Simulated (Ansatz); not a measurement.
**Profile along the Y–Y line in Y (hcp, Mg type)**

Y (hcp, Mg type)

Space group P6₃/mmc (No. 194); a = b = 3.683 Å, c = 5.698 Å, α = β = 90.00°, γ = 120.00°

| atom | site | symmetry | x | y | z |
|---|---|---|---|---|---|
| Y | 2d | -6m2 | 0.6667 | 0.3333 | 0.2500 |

Fields along a shortest Y–Y line of a (1 -1 0 0) plane (3.68 Å), from Y to Y, interpolated on the slice's grid (step about 0.2 Å). Method: r2SCAN (plane waves to 500 eV, PAW, scalar-relativistic; Ansatz, a quantum-chemistry and plane-wave program). k mesh 15×15×8. Inside the PAW spheres the values are not all-electron values, and peaks at nuclei hang on which shells count as valence. The PAW data are Ansatz's earlier set. Y is run without spin polarisation. Y was relaxed with its symmetry unable to fall.

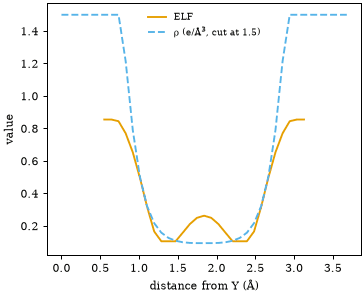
Figure. ELF (away from the nuclei) and valence density from Y to Y.

Density on the Y–Y line (3.68 Å) at its midpoint: 0.09 e/Å³. ELF at that point: 0.3.
